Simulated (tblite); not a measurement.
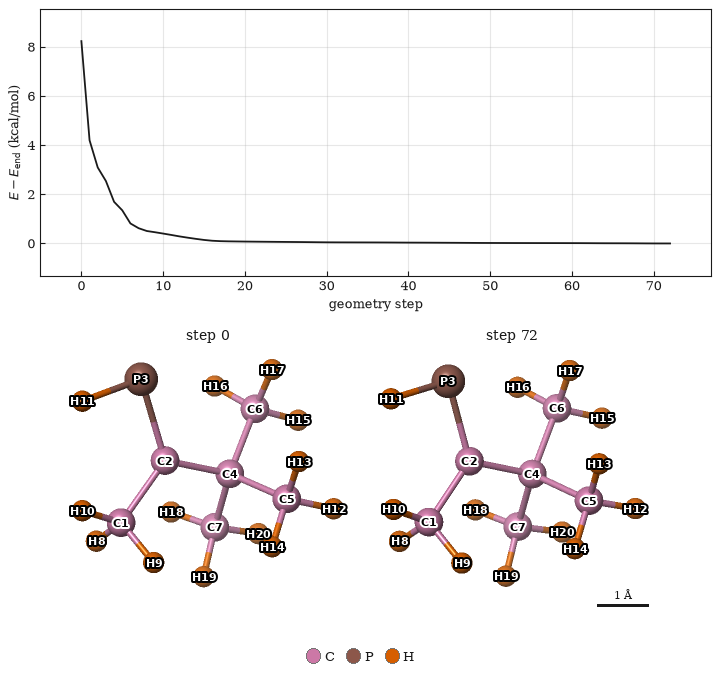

First and last geometry of a relaxation of C6H13P, with the history of the run. A ball-and-stick model, seen at a tilt.

All numbers below come from GFN2-xTB geometry optimisation, gas phase (tblite). 

> Read the history and describe the run.

It converged. After 72 geometry steps the energy has fallen by 8.24 kcal/mol. P3 moves most after the best rigid fit: 0.26 Å. By element the largest moves are P 0.26 Å, H 0.20 Å, C 0.09 Å. Among the contacts that change: C2–P3 1.789 → 1.684 Å, C2–C4 1.567 → 1.515 Å, C1–C2 1.534 → 1.498 Å, C4–C6 1.551 → 1.530 Å. Bond angles that change, for instance: P3–C2–C4 124.4° → 120.1°, C1–C2–P3 118.8° → 122.8°, C2–C1–H9 109.0° → 111.3°.
